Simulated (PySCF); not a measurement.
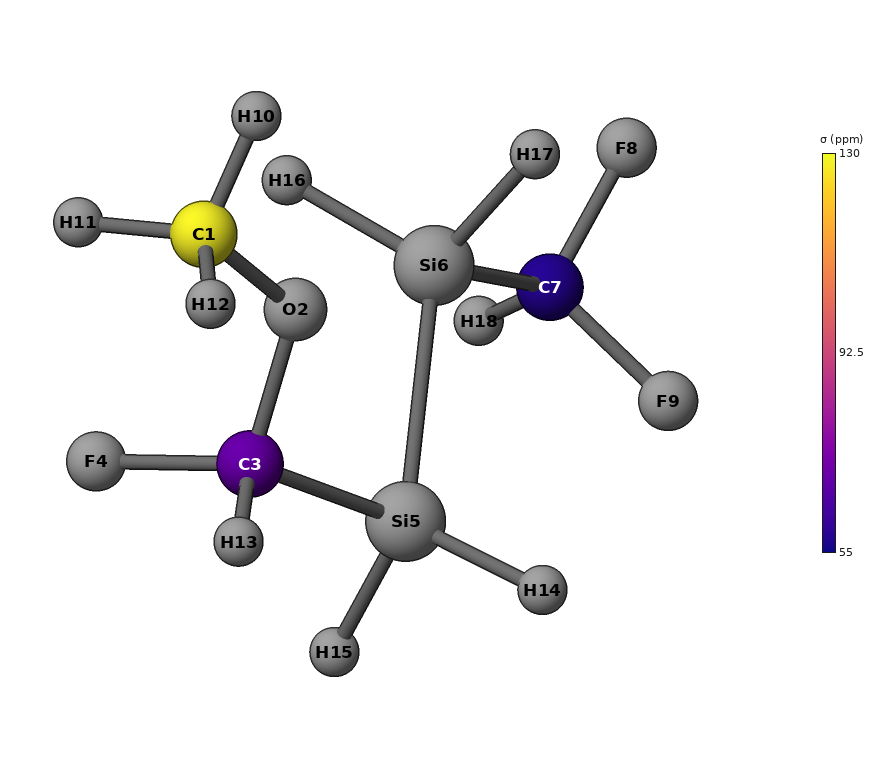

Atoms are coloured by their isotropic NMR shieldings (C only, the others grey). The geometry was computed by an optimisation with GFN2-xTB. No frequency run is at hand to confirm it as a minimum. Method: GIAO PBE0/pcSseg-1 NMR shielding, non-relativistic, gas phase (PySCF 2.14.0).

List the isotropic NMR shieldings of the C atoms.

| atom | σ (ppm) |
| --- | --- |
| C1 | 128.0 |
| C3 | 69.4 |
| C7 | 58.2 |

The geometry is semi-empirical. Around Si such bond lengths and angles can be off by a tenth of an ångström or more and by several degrees, and values that hang on the shape move with them.
